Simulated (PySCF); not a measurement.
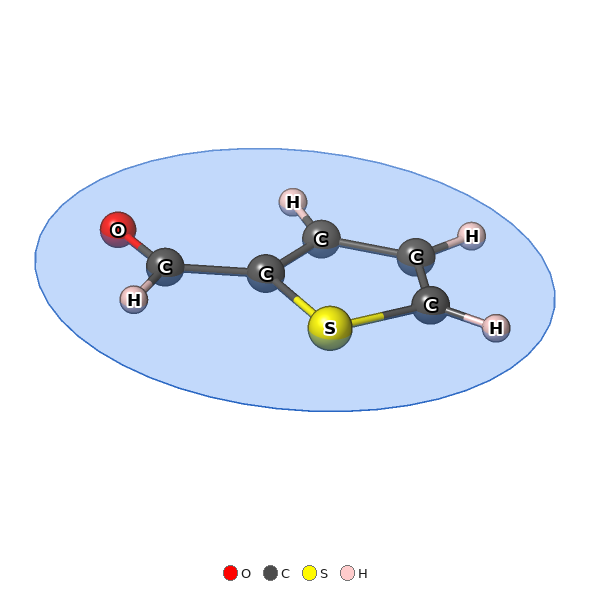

All proper rotation axes (lines) and mirror planes (discs) of the structure are drawn in. Distant atoms are faded towards the background colour. The computed structure is the end point of a PBE0-D3(BJ)/def2-SVP optimisation. No frequency run is at hand to confirm it as a minimum.

Question: Name the symmetry elements and the point group.

Answer: It has 1 mirror plane. Point group Cs. The group has 2 operations. The geometry is achiral, and symmetry allows a dipole moment.
